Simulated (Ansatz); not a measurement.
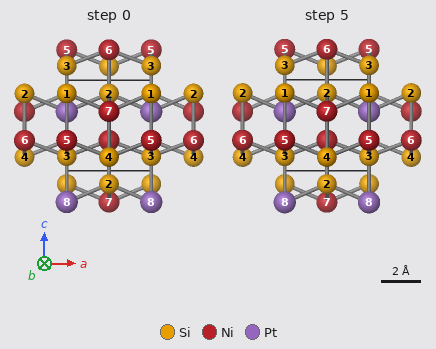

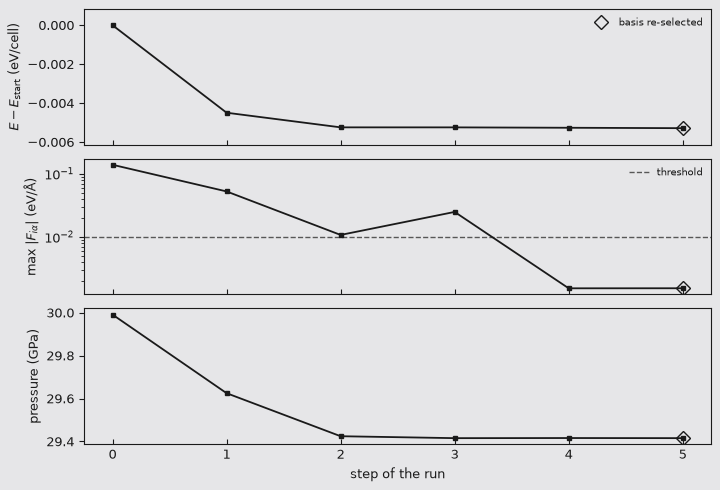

First and last geometry of a relaxation of crystalline Si$_{4}$Ni$_{3}$Pt (a generated structure, set up in P4mm), with the history of the run. The picture is a ball-and-stick view of the cell of the calculation, seen along the b axis.

Method: DFT PBE, scalar-relativistic, plane waves, PAW in Ansatz. Settings: plane-wave cutoff 420 eV; k-point mesh 8 × 8 × 8; occupations gaussian; smearing width 0.1 eV; no spin polarisation; cell relaxed at fixed volume; force threshold 0.01 eV/Å; at most 30 steps.

**What do the curves and the structures tell?**

It converged. Over 4 accepted moves (5 points after the start) the energy falls by 5.3 meV per cell of the calculation. Largest force component: 0.14 eV/Å at the start, 0.0015 eV/Å at the end. Pressure: 29.99 GPa at the start and 29.42 GPa at the end. At 1 point the geometry stayed and the basis and grid were re-selected for the new cell (energy shift of less than 0.05 meV per cell of the calculation at most each time). The largest moves relative to the cell, 0.008 Å, are those of Si1 and Si2. Si1 goes along +c. By element the largest moves are Si 0.008 Å, Pt 0.007 Å, Ni 0.006 Å. The drawn cell changes at constant volume: a = b 4.360 → 4.351 Å (−0.2 %), c 4.671 → 4.691 Å (+0.4 %). Among the contacts that change: Si1–Ni5 2.419 → 2.433 Å, Si4–Ni7 2.319 → 2.331 Å, Si3–Pt8 2.305 → 2.315 Å, Si3–Pt8 (another image) 2.366 → 2.376 Å. The space group stays P4mm (No. 99).
